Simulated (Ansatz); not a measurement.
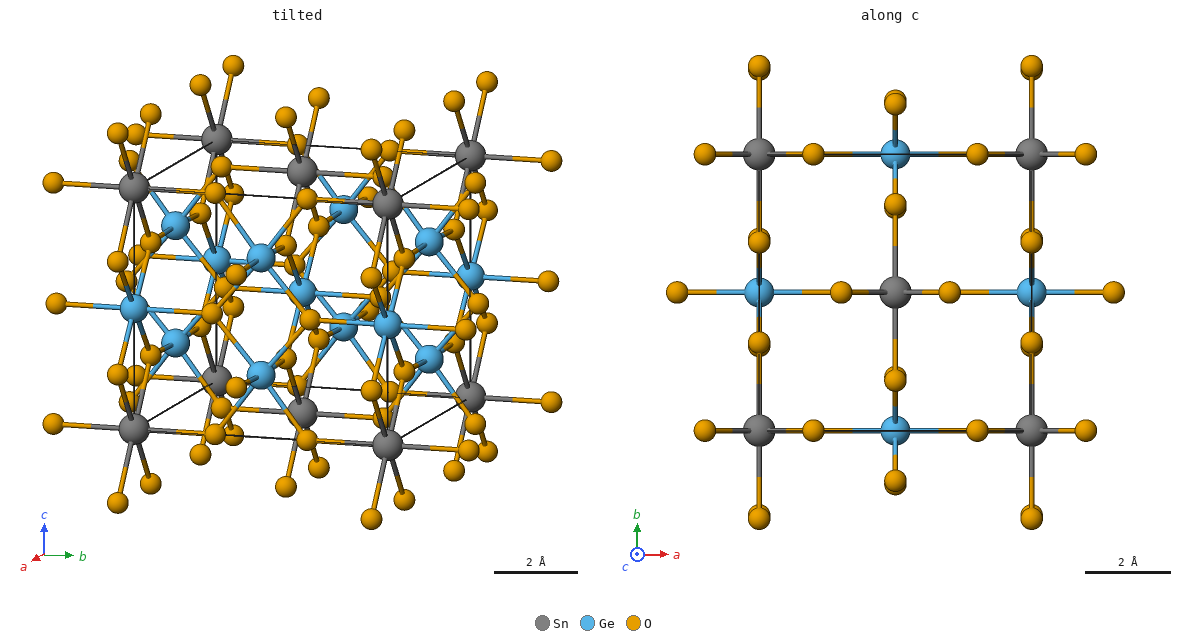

The image is a ball-and-stick drawing of a crystal, viewed slightly off an axis and along the c axis. One conventional unit cell is framed, with atoms on its boundary repeated. Some atoms of the next cells are drawn as well.

SnGe3O8, space group Cmmm (No. 65), a = 6.419 Å, b = 6.512 Å, c = 5.993 Å, α = 90.00°, β = 90.00°, γ = 90.00°. The initial geometry was a structure type filled with these elements by a generator (whether the compound takes this form wasn't checked). Earlier steps of the study, as a rule a relaxation of our own, may have changed the cell and positions, so they can lie some per cent off the listed ones. It was the input of a calculation with Ansatz.

This one geometry was computed with Ansatz (DFT, plane waves, PAW) at three levels of theory: PBE, r2SCAN and LDA.

Which level gives the highest pressure at this volume, and what does that say about its equilibrium volume?

Answer. Highest: PBE (0.0 GPa), which points to the largest equilibrium volume. Lowest, with the smallest volume: LDA (-12.8 GPa). Levels within 0.5 GPa of each other can't be told apart.

How does the band gap change with the level of theory?

Answer. LDA: a gap of 0.76 eV, direct; PBE: a gap of 0.88 eV, direct; r2SCAN: a gap of 1.53 eV, direct.

Collect the results in a table.

Answer.
| level | cutoff (eV) | k-mesh of the run's cell | gap (eV) | pressure (GPa) |
| --- | --- | --- | --- | --- |
| PBE | 420 | 6×6×6 | 0.88 | 0.0 |
| r2SCAN | 500 | 6×6×6 | 1.53 | -9.8 |
| LDA | 420 | 6×6×6 | 0.76 | -12.8 |

Gaps are taken on the k-mesh or band path of each run.
